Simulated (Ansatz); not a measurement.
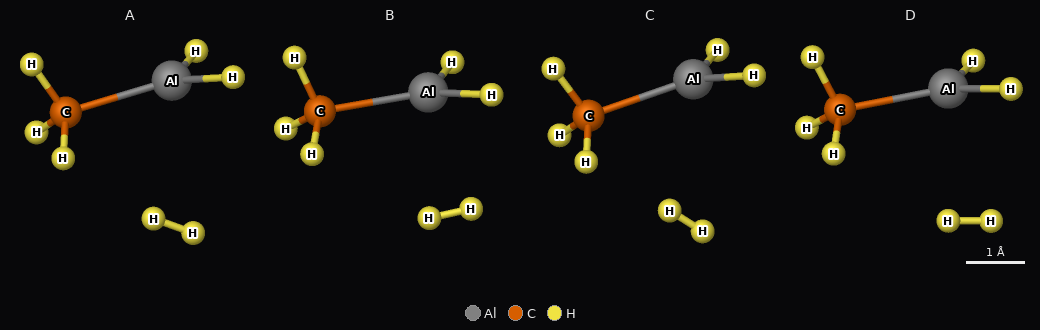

4 geometries from one relaxation of CH₇Al, in shuffled order. The picture is a ball-and-stick view, seen at a tilt.

The run prepares an end point of a later path (reaction) calculation, from a guessed geometry.

Level of theory: RKS PBE0/cc-pVDZ (Ansatz). (no spin polarisation; force threshold 0.03 eV/Å; at most 50 steps)

> Order the frames from highest to lowest energy.

C, A, D, B. They are steps 0, 1, 3, 8, at +0.170 eV, +0.081 eV, +0.023 eV relative to the last. Over 6 accepted moves (8 points after the start) the energy falls by 0.170 eV. The largest force component goes from 1.3 to 0.013 eV/Å. The line search rejected the trial steps at points 5, 7 of the run. An H atom moves most after the best rigid fit: 0.64 Å. Largest moves by element: H 0.64 Å, Al 0.25 Å, C 0.18 Å. Near-neighbour distances that change, for instance: Al–H 2.755 → 2.271 Å, Al–H 2.378 → 2.254 Å, H–H 0.723 → 0.770 Å.

Limits of the set-up: the start holds two separate molecules, 2.3 Å apart at their closest, whose relative position is a soft coordinate and is computed without a dispersion correction.
